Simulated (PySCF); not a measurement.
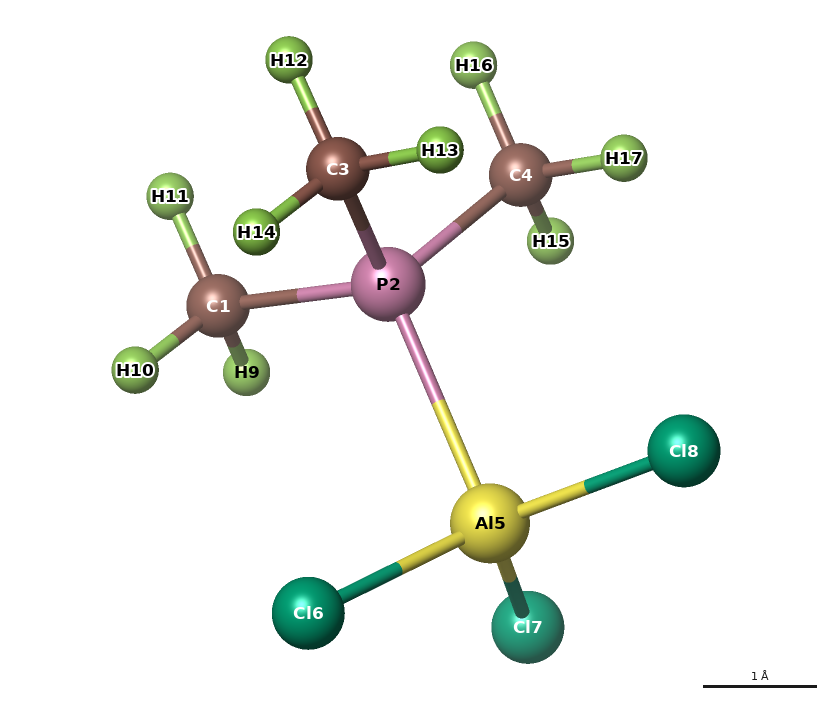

The geometry was computed by an optimisation with PBE0-D3(BJ)/def2-SVP. No frequency run is at hand to confirm it as a minimum.

Question: Describe the coordination of atom 2.

Answer: P2 has 4 neighbours (C1 at 1.82, C3 at 1.82, C4 at 1.82, Al5 at 2.39 Å); the arrangement is tetrahedral.

Question: Describe the coordination of atom 3.

Answer: C3 has 4 neighbours (P2 at 1.82, H12 at 1.10, H13 at 1.10, H14 at 1.10 Å); the arrangement is tetrahedral.

Question: What is the geometry at C4?

Answer: C4 has 4 neighbours (P2 at 1.82, H15 at 1.10, H16 at 1.10, H17 at 1.10 Å); the arrangement is tetrahedral.

Question: What is the geometry at C1?

Answer: C1 has 4 neighbours (P2 at 1.82, H9 at 1.10, H10 at 1.10, H11 at 1.10 Å); the arrangement is tetrahedral.

Question: What is the dihedral angle C1–P2–Al5–Cl8?

Answer: 179° in size, that is anti.
